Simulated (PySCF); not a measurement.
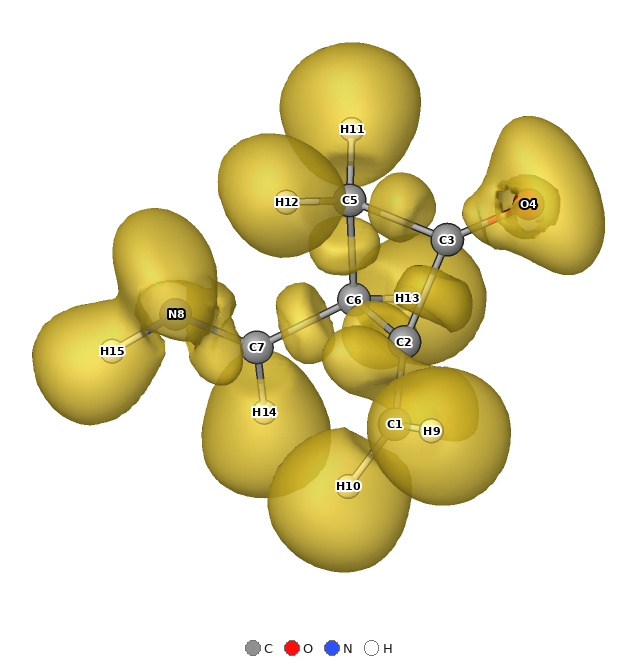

C$_{6}$H$_{7}$NO (SMILES [H]/N=C/[C@H]1CC(=O)C1=C). Isosurface of the ELF at 0.75 (yellow), seen at a tilt. Core shells and regions of very low density are left out.

Geometry: GFN2-xTB, coordinate held.

Level of theory: PySCF 2.14.0, PBE0/pcSseg-1, SCF density, gas phase, non-relativistic.

The calculation's input:

```
{"job": {"kind": "nmr", "xc": "PBE0", "basis": "pcSseg-1", "every": 1, "pop": false}, "charge": 0, "multiplicity": 1}
C     -0.995079     1.616454    -0.873660
C     -0.937242     0.533033    -0.132308
C     -1.391983     0.035950     1.181964
O     -2.443003    -0.112792     1.730845
C      0.008738    -0.506829     1.394138
C     -0.067433    -0.768765    -0.125969
C      1.198859    -0.695388    -0.905095
N      2.246628    -0.273665    -0.362675
H     -1.601170     2.455162    -0.574336
H     -0.419519     1.726597    -1.778200
H      0.130940    -1.359041     2.061221
H      0.750472     0.255978     1.602881
H     -0.659326    -1.640946    -0.396861
H      1.106830    -1.013081    -1.953889
H      3.072500    -0.231370    -0.953639
```

Run with:

```sh
OMP_NUM_THREADS=1 python ens_run.py task.json out
```

Describe the localisation domains.

At this value the surface marks out six regions between bonded C–C atoms (shared pairs), six regions around hydrogen nuclei, one region on O in which the atom's valence shell and bonds are merged and one joined region spread over several atoms (H, N), in which their bonds and any lone pairs are merged. Profiles from the grid: C–O (1.20 Å): the ELF peaks at about 0.85 between the atoms: a multiple bond. C–N (1.25 Å): the ELF peaks at about 0.90 between the atoms; a multiple bond.
